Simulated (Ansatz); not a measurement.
Al4Co3Ni

Input file:

```
crystal:
  lattice:
    - [5.7231582154, 0.0, 0.0]
    - [0.0, 5.7231582154, 0.0]
    - [0.0, 0.0, 2.8738054741]
  atoms:
    - { symbol: Al, position: [0.7471808413, 0.2528191587, 0.5] }
    - { symbol: Al, position: [0.7471808413, 0.7471808413, 0.5] }
    - { symbol: Al, position: [0.2528191587, 0.2528191587, 0.5] }
    - { symbol: Al, position: [0.2528191587, 0.7471808413, 0.5] }
    - { symbol: Co, position: [0.0, 0.5, 0.0], spin: 0.36 }
    - { symbol: Co, position: [0.5, 0.5, 0.0], spin: 0.36 }
    - { symbol: Co, position: [0.5, 0.0, 0.0], spin: 0.36 }
    - { symbol: Ni, position: [0.0, 0.0, 0.0] }
basis:
  ecutwfc: 420
kpoints:
  mp_grid: { grid: [8, 8, 14] }
hamiltonian:
  xc: pbe
scf:
  occupations: { method: gaussian, width: 0.1 }
output:
  forces: true
  stress: true
  eigenvalues: true
  populations: true
  write_density: true
  write_potential: true
  elf: true
  volumetric_format: npy
magnetization:
  spin_polarized: true
relax:
  adjacent_minimum: "off"
  f_tol: 0.01
  max_steps: 80
  cell: { stress_tol: 0.05 }
```

Launched as:

```sh
ansatz run input.yaml --threads 1 --pin off --max-ram 2560MiB --backend cpu --events-out ev --progress --plain --runs-dir out
```

Below, planes, directions and counts refer to the conventional cell (a = 5.73 Å, b = 5.73 Å, c = 2.86 Å, α = 90.00°, β = 90.00°, γ = 90.00°).

The fields are those of the run's last geometry, not of the input's.

Space group P4/mmm; a structure generated by program, which may or may not match a known phase; spin-polarised.

Theory: Ansatz 0.2.0, DFT PBE, scalar-relativistic, plane waves, PAW.

Question: Predict the valence pseudo-density and electron localisation function between the atoms.

Answer: Al–Co (2.47 Å): ρ is about 0.32 e/Å³ halfway; the ELF is about 0.40 at the midpoint.
Al–Ni (2.50 Å): ρ at the midpoint is about 0.3 e/Å³; the ELF is about 0.40 at the midpoint.

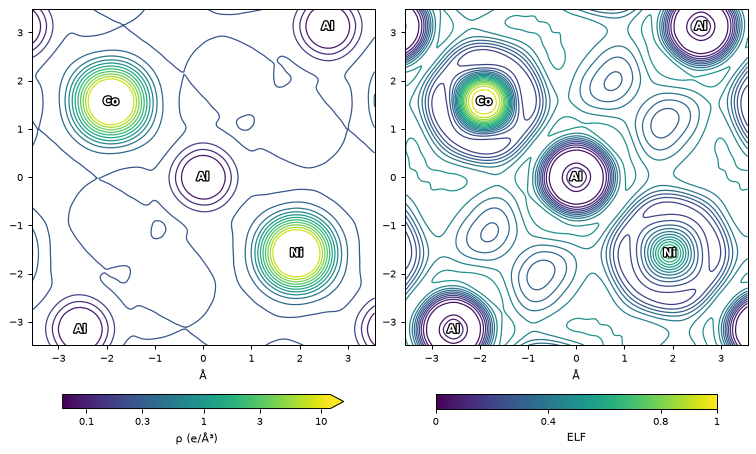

Computed valence pseudo-density and electron localisation function on the (111) plane of the conventional cell, in this order. 
